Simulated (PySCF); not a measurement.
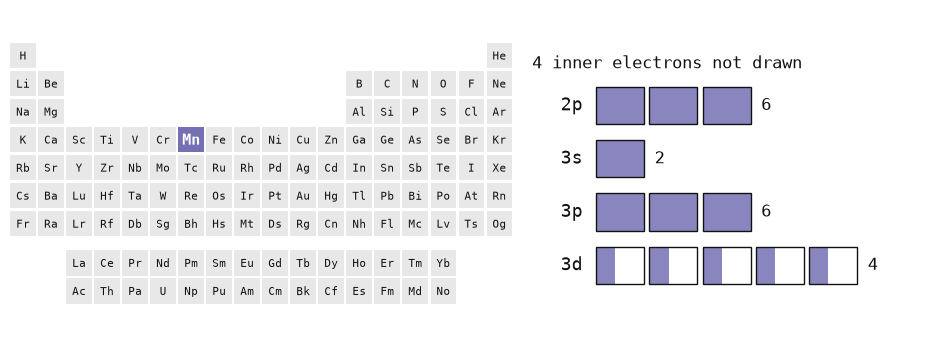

Figure 1. Left, the place of manganese in the periodic table; right, the outer shells of the nominal configuration: a box for each of the 2l + 1 orbitals, shaded by the share of the shell that is filled, with the electron count at the right.

Mn³⁺: atomic calculation

Mn³⁺, configuration 1s2 2s2 2p6 3s2 3p6 3d4, multiplicity 5. Level asked for: unrestricted HF, cc-pVTZ, non-relativistic, point nucleus (PySCF).

### Input file
```python
from pyscf import gto, scf, dft, mp, cc
import basis_set_exchange as bse
mol = gto.M(atom="Mn 0 0 0", charge=3, spin=4, symmetry="D2h",
            basis=gto.basis.parse(bse.get_basis("cc-pVTZ", elements=["Mn"], fmt="nwchem", header=False)))
mf = scf.UHF(mol)
mf.irrep_nelec = {'Ag': (4, 3), 'B1g': (1, 0), 'B2g': (1, 0), 'B3g': (1, 0), 'B1u': (2, 2), 'B2u': (2, 2), 'B3u': (2, 2)}
mf.kernel()
```

The script is an equivalent of what the driver set up; the driver computed the properties (radii, ⟨L²⟩, response) afterwards. It also set what the script leaves out: max_cycle = 50, level_shift = 0.5, guess = sap. It held the occupations shell by shell, which the script's counts by irreducible representation don't always enforce.

Hardware: 1 thread of Arm Neoverse V1, 95 GiB of memory available, shared host.

The run was one of a batch that the task file lists, launched with:
```bash
OMP_NUM_THREADS=1 python <driver script> TASK.json OUT
```

### The program's output (extracts)
```
damping factor = 0
level_shift factor = 0.5
DIIS = <class 'pyscf.scf.diis.CDIIS'>
diis_start_cycle = 1
diis_space = 10
diis_damp = 0
SCF conv_tol = 1e-09
SCF conv_tol_grad = None
number electrons alpha = 13  beta = 9
irrep_nelec {'Ag': (4, 3), 'B1g': (1, 0), 'B2g': (1, 0), 'B3g': (1, 0), 'Au': (0, 0), 'B1u': (2, 2), 'B2u': (2, 2), 'B3u': (2, 2)}
alpha HOMO (B1g) = -0.917375838777747  LUMO (Ag) = -0.946999363759196

WARN: HOMO -0.917375838777747 >= LUMO -2.15250005286118

cycle= 1 E= -1147.87022389278  delta_E= -0.596  |g|= 0.444  |ddm|= 5.07
alpha HOMO (Ag) = -1.90498610124659  LUMO (Ag) = -0.613904467554857
  HOMO = -1.90498610125  LUMO = -0.613904467555  gap/eV = 35.13212
cycle= 2 E= -1147.90724679721  delta_E= -0.037  |g|= 0.0958  |ddm|= 4.95
alpha HOMO (Ag) = -1.94818735344738  LUMO (Ag) = -0.642004907325215
  HOMO = -1.94818735345  LUMO = -0.642004907325  gap/eV = 35.54303
cycle= 3 E= -1147.91100338099  delta_E= -0.00376  |g|= 0.0379  |ddm|= 0.103
alpha HOMO (Ag) = -1.93193099158533  LUMO (Ag) = -0.620000742493404
  HOMO = -1.93193099159  LUMO = -0.620000742493  gap/eV = 35.69944
cycle= 4 E= -1147.9115825889  delta_E= -0.000579  |g|= 0.00896  |ddm|= 0.252
alpha HOMO (Ag) = -1.93218569229721  LUMO (Ag) = -0.619523186177592
  HOMO = -1.9321856923  LUMO = -0.619523186178  gap/eV = 35.71937
cycle= 5 E= -1147.91163092964  delta_E= -4.83e-05  |g|= 0.00205  |ddm|= 0.0351
alpha HOMO (Ag) = -1.93208993696116  LUMO (Ag) = -0.619314644869287
  HOMO = -1.93208993696  LUMO = -0.619314644869  gap/eV = 35.72244
cycle= 6 E= -1147.91163375292  delta_E= -2.82e-06  |g|= 0.000537  |ddm|= 0.00512
alpha HOMO (Ag) = -1.932045124488  LUMO (Ag) = -0.619279955877793
  HOMO = -1.93204512449  LUMO = -0.619279955878  gap/eV = 35.72216
cycle= 7 E= -1147.91163395227  delta_E= -1.99e-07  |g|= 0.000147  |ddm|= 0.000985
alpha HOMO (Ag) = -1.93204710928629  LUMO (Ag) = -0.61927446507549
  HOMO = -1.93204710929  LUMO = -0.619274465075  gap/eV = 35.72236
cycle= 8 E= -1147.91163397123  delta_E= -1.9e-08  |g|= 6.69e-05  |ddm|= 0.000347
alpha HOMO (Ag) = -1.93204765129599  LUMO (Ag) = -0.619274051827968
  HOMO = -1.9320476513  LUMO = -0.619274051828  gap/eV = 35.72239
cycle= 9 E= -1147.91163397896  delta_E= -7.72e-09  |g|= 5.75e-05  |ddm|= 9.54e-05
alpha HOMO (Ag) = -1.93204803709722  LUMO (Ag) = -0.619273983236501
  HOMO = -1.9320480371  LUMO = -0.619273983237  gap/eV = 35.72240
cycle= 10 E= -1147.91163398743  delta_E= -8.48e-09  |g|= 5.62e-05  |ddm|= 0.000106
alpha HOMO (Ag) = -1.93204830313626  LUMO (Ag) = -0.619274015224333
  HOMO = -1.93204830314  LUMO = -0.619274015224  gap/eV = 35.72241
cycle= 11 E= -1147.91163400248  delta_E= -1.5e-08  |g|= 5.56e-05  |ddm|= 0.000189
alpha HOMO (Ag) = -1.93204817703401  LUMO (Ag) = -0.619273915655366
  HOMO = -1.93204817703  LUMO = -0.619273915655  gap/eV = 35.72241
cycle= 12 E= -1147.91163400546  delta_E= -2.98e-09  |g|= 5.73e-05  |ddm|= 3.85e-05
alpha HOMO (Ag) = -1.93204815395266  LUMO (Ag) = -0.619273881530212
  HOMO = -1.93204815395  LUMO = -0.61927388153  gap/eV = 35.72241
cycle= 13 E= -1147.91163401275  delta_E= -7.29e-09  |g|= 5.62e-05  |ddm|= 9.13e-05
alpha HOMO (Ag) = -1.93204818300751  LUMO (Ag) = -0.619273904597091
  HOMO = -1.93204818301  LUMO = -0.619273904597  gap/eV = 35.72241
cycle= 14 E= -1147.91163401302  delta_E= -2.7e-10  |g|= 5.87e-05  |ddm|= 7.42e-06
alpha HOMO (Ag) = -1.93204818835247  LUMO (Ag) = -0.619273920446194
  HOMO = -1.93204818835  LUMO = -0.619273920446  gap/eV = 35.72241
cycle= 15 E= -1147.91163401247  delta_E= 5.48e-10  |g|= 5.94e-05  |ddm|= 6.95e-06
alpha HOMO (Ag) = -1.93204819976197  LUMO (Ag) = -0.619273917935503
  HOMO = -1.93204819976  LUMO = -0.619273917936  gap/eV = 35.72241
cycle= 16 E= -1147.91163401537  delta_E= -2.9e-09  |g|= 5.78e-05  |ddm|= 3.61e-05
alpha HOMO (Ag) = -1.93204818356601  LUMO (Ag) = -0.619273913843155
  HOMO = -1.93204818357  LUMO = -0.619273913843  gap/eV = 35.72241
cycle= 17 E= -1147.91163401373  delta_E= 1.64e-09  |g|= 6e-05  |ddm|= 2.05e-05
alpha HOMO (Ag) = -1.93204818499403  LUMO (Ag) = -0.619273913564716
  HOMO = -1.93204818499  LUMO = -0.619273913565  gap/eV = 35.72241
cycle= 18 E= -1147.91163401359  delta_E= 1.34e-10  |g|= 5.93e-05  |ddm|= 2.03e-06
alpha HOMO (Ag) = -1.93204818020125  LUMO (Ag) = -0.619273909224196
  HOMO = -1.9320481802  LUMO = -0.619273909224  gap/eV = 35.72241
cycle= 19 E= -1147.91163401332  delta_E= 2.77e-10  |g|= 5.94e-05  |ddm|= 3.47e-06
alpha HOMO (Ag) = -1.93204817674886  LUMO (Ag) = -0.619273905951199
  HOMO = -1.93204817675  LUMO = -0.619273905951  gap/eV = 35.72241
cycle= 20 E= -1147.91163401303  delta_E= 2.9e-10  |g|= 5.94e-05  |ddm|= 3.63e-06
alpha HOMO (Ag) = -1.93204819151188  LUMO (Ag) = -0.619273927721864
  HOMO = -1.93204819151  LUMO = -0.619273927722  gap/eV = 35.72241
cycle= 21 E= -1147.911634014  delta_E= -9.77e-10  |g|= 5.87e-05  |ddm|= 1.22e-05
alpha HOMO (Ag) = -1.93204819895109  LUMO (Ag) = -0.619273939633444
  HOMO = -1.93204819895  LUMO = -0.619273939633  gap/eV = 35.72241
cycle= 22 E= -1147.9116340144  delta_E= -3.96e-10  |g|= 5.9e-05  |ddm|= 5.02e-06
alpha HOMO (Ag) = -1.93204822657713  LUMO (Ag) = -0.619273947758795
  HOMO = -1.93204822658  LUMO = -0.619273947759  gap/eV = 35.72241
cycle= 23 E= -1147.91163401486  delta_E= -4.57e-10  |g|= 5.89e-05  |ddm|= 5.72e-06
alpha HOMO (Ag) = -1.93204822495799  LUMO (Ag) = -0.619273921317185
  HOMO = -1.93204822496  LUMO = -0.619273921317  gap/eV = 35.72241
cycle= 24 E= -1147.91163401962  delta_E= -4.77e-09  |g|= 5.71e-05  |ddm|= 5.95e-05
alpha HOMO (Ag) = -1.93204823650319  LUMO (Ag) = -0.619273848709391
  HOMO = -1.9320482365  LUMO = -0.619273848709  gap/eV = 35.72241
cycle= 25 E= -1147.9116340309  delta_E= -1.13e-08  |g|= 5.56e-05  |ddm|= 0.000141
alpha HOMO (Ag) = -1.93204827942171  LUMO (Ag) = -0.619273822403098
  HOMO = -1.93204827942  LUMO = -0.619273822403  gap/eV = 35.72241
cycle= 26 E= -1147.91163404137  delta_E= -1.05e-08  |g|= 5.56e-05  |ddm|= 0.000131
alpha HOMO (Ag) = -1.9320482967136  LUMO (Ag) = -0.619273806582496
  HOMO = -1.93204829671  LUMO = -0.619273806582  gap/eV = 35.72241
cycle= 27 E= -1147.91163404886  delta_E= -7.49e-09  |g|= 5.6e-05  |ddm|= 9.38e-05
alpha HOMO (Ag) = -1.9320483154183  LUMO (Ag) = -0.619273785223351
  HOMO = -1.93204831542  LUMO = -0.619273785223  gap/eV = 35.72241
cycle= 28 E= -1147.91163405453  delta_E= -5.67e-09  |g|= 5.66e-05  |ddm|= 7.11e-05
alpha HOMO (Ag) = -1.93204833387172  LUMO (Ag) = -0.619273777208027
  HOMO = -1.93204833387  LUMO = -0.619273777208  gap/eV = 35.72242
cycle= 29 E= -1147.91163405848  delta_E= -3.95e-09  |g|= 5.72e-05  |ddm|= 4.96e-05
alpha HOMO (Ag) = -1.93204833603894  LUMO (Ag) = -0.619273770648456
  HOMO = -1.93204833604  LUMO = -0.619273770648  gap/eV = 35.72242
cycle= 30 E= -1147.9116340604  delta_E= -1.92e-09  |g|= 5.81e-05  |ddm|= 2.43e-05
alpha HOMO (Ag) = -1.93207719954669  LUMO (Ag) = -0.619247806260903
  HOMO = -1.93207719955  LUMO = -0.619247806261  gap/eV = 35.72391
cycle= 31 E= -1147.91163335338  delta_E= 7.07e-07  |g|= 0.000872  |ddm|= 0.00697
alpha HOMO (Ag) = -1.93209890726701  LUMO (Ag) = -0.619227013346307
  HOMO = -1.93209890727  LUMO = -0.619227013346  gap/eV = 35.72506
cycle= 32 E= -1147.91163321187  delta_E= 1.42e-07  |g|= 0.000465  |ddm|= 0.00306
alpha HOMO (Ag) = -1.9320976574626  LUMO (Ag) = -0.619227816718322
  HOMO = -1.93209765746  LUMO = -0.619227816718  gap/eV = 35.72501
cycle= 33 E= -1147.91163319591  delta_E= 1.6e-08  |g|= 0.000163  |ddm|= 0.000784
alpha HOMO (Ag) = -1.93203469928258  LUMO (Ag) = -0.619286920899291
  HOMO = -1.93203469928  LUMO = -0.619286920899  gap/eV = 35.72169
cycle= 34 E= -1147.91163357294  delta_E= -3.77e-07  |g|= 0.000683  |ddm|= 0.00585
alpha HOMO (Ag) = -1.93206075724438  LUMO (Ag) = -0.619261796956742
  HOMO = -1.93206075724  LUMO = -0.619261796957  gap/eV = 35.72308
cycle= 35 E= -1147.91163362457  delta_E= -5.16e-08  |g|= 7.24e-05  |ddm|= 0.000666
alpha HOMO (Ag) = -1.93206481753828  LUMO (Ag) = -0.619258067313438
  HOMO = -1.93206481754  LUMO = -0.619258067313  gap/eV = 35.72329
cycle= 36 E= -1147.91163356243  delta_E= 6.21e-08  |g|= 0.000125  |ddm|= 0.000762
alpha HOMO (Ag) = -1.93208239608332  LUMO (Ag) = -0.619242052752241
  HOMO = -1.93208239608  LUMO = -0.619242052752  gap/eV = 35.72421
cycle= 37 E= -1147.91163339926  delta_E= 1.63e-07  |g|= 0.000266  |ddm|= 0.00191
alpha HOMO (Ag) = -1.93212296745256  LUMO (Ag) = -0.619205237117434
  HOMO = -1.93212296745  LUMO = -0.619205237117  gap/eV = 35.72631
cycle= 38 E= -1147.91163301364  delta_E= 3.86e-07  |g|= 0.000557  |ddm|= 0.00421
alpha HOMO (Ag) = -1.93238909751573  LUMO (Ag) = -0.618963123462349
  HOMO = -1.93238909752  LUMO = -0.618963123462  gap/eV = 35.74014
cycle= 39 E= -1147.91163185682  delta_E= 1.16e-06  |g|= 0.00135  |ddm|= 0.0105
alpha HOMO (Ag) = -1.93341173207457  LUMO (Ag) = -0.618037860654646
  HOMO = -1.93341173207  LUMO = -0.618037860655  gap/eV = 35.79315
cycle= 40 E= -1147.91162762292  delta_E= 4.23e-06  |g|= 0.00345  |ddm|= 0.0268
alpha HOMO (Ag) = -1.9342635899217
```

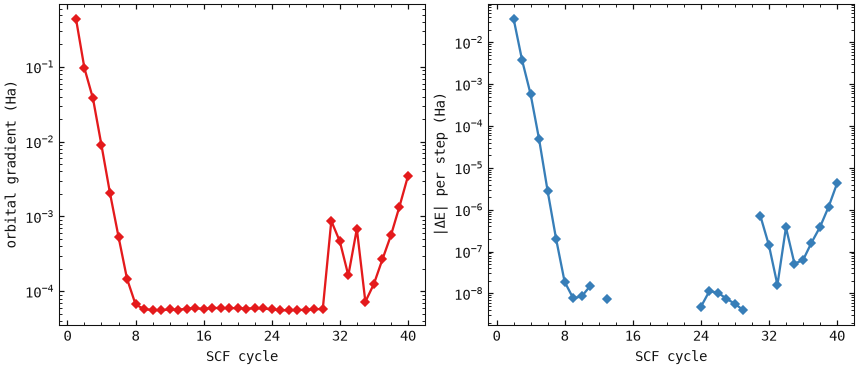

Figure 2. Convergence: orbital gradient and change of the energy from step to step (the smallest changes aren't drawn) against the SCF cycle. The residual wanders between about 6 × 10⁻⁵ and 3 × 10⁻³ over the last 14 steps, with no lasting fall. It goes from 0.44 to 0.0034 in 40 steps.

### Outcome

| quantity | value |
| --- | --- |
| outcome | not converged |
| total energy | −1147.9116 hartree |
| kinetic energy | 1148.0324 hartree |
| −E/T (1 by the virial theorem at the basis-set limit) | 0.9999 |
| ⟨S²⟩ | 6.002 |
| ⟨L²⟩ | 6.01 |
| SCF iterations | 50 |
| wall time | 1.9 s |

### What went wrong

The run did not meet its convergence test in 50 iterations, so its last values are not results. Caveats: level shift left on, which raises the virtual orbital energies.
